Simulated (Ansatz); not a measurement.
Consider BaTiO3 (space group P4mm, No. 99; a = 3.955 Å, c = 4.044 Å).

Perturbation: Mg replaces 50.0 % of the Ba, ordered in a cell of 10 atoms (starting symmetry P4mm) and fully relaxed.

Computed with plane-wave PAW DFT at the PBEsol level (Ansatz, a first-principles code, 420 eV), scalar-relativistic without spin-orbit coupling.

The zone is the changed cell's own and can be folded.

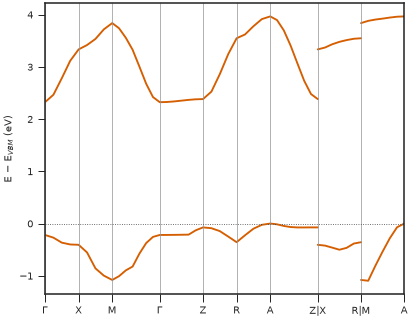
Fig. 1. Highest valence and lowest conduction band along the path of the changed cell's own zone

The gap is 2.32 eV, indirect, A → Γ; the base has 1.85 eV.

These are small ordered cells, not random alloys; other orderings at the same x differ. Whether these cells are dynamically stable was not tested. The final runs are not spin-polarised.
